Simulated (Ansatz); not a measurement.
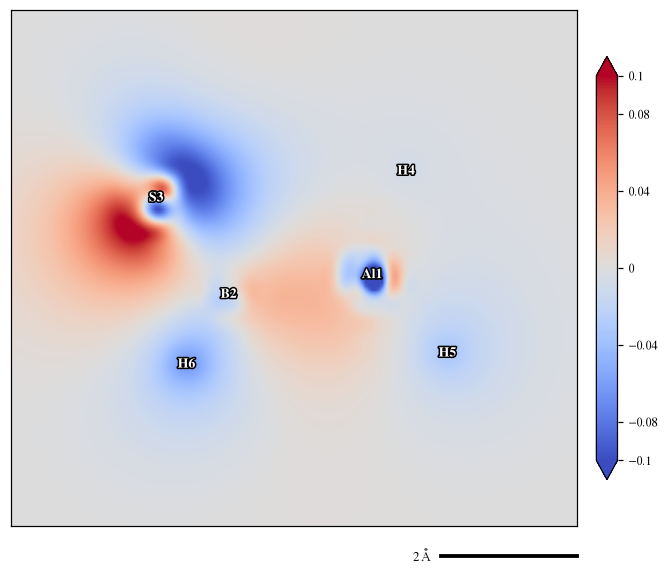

The picture shows: AlBH4S (SMILES [AlH2][BH]S). One frontier orbital on the plane of atoms B2, Al1 and H5 (values in Å⁻³ᐟ²; the overall sign is arbitrary).

A point of a scan, not a minimum; geometry: rigid move from PBE0-D4/def2-TZVP; not at a stationary point (largest force 1.0 eV/Å).

All numbers below come from RKS PBE0-D4/def2-TZVPP (Ansatz).

```xyz
7

Al   -1.1798    0.2564   -0.3887
B     0.7475    0.5736    0.4528
S     1.8801   -0.7780    0.5152
H    -1.4867   -1.2322   -0.8808
H    -2.3113    1.3597   -0.5683
H     1.2155    1.5733    0.9136
H     1.0410   -1.7920    0.8081
```

Question: Which orbital is it: HOMO or LUMO?

Answer: The LUMO, at −2.77 eV. Its weight (Hirshfeld) is mainly on Al1 (about 40 %), B2 (about 35 %) and S3 (about 15 %); π-bonding across Al1–B2.
